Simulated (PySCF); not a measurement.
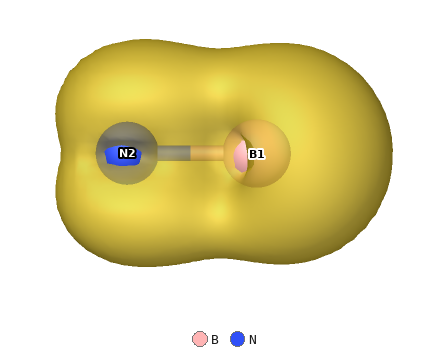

The picture shows: BN (triplet). Isosurface of the spin density (α minus β) at +0.06 e/Å³ (yellow), seen from one side.

The calculation used PBE0/jorge-DZP-DKH, spin-free X2C-1e, Gaussian nucleus, at a bond length of 1.330 Å in PySCF 2.14.0.

Question: Which atoms carry the spin?

Answer: The unpaired spin (2 electrons) lies mostly on B1 (about 1.2) and N2 (about 0.8), in electrons by Hirshfeld's partition.
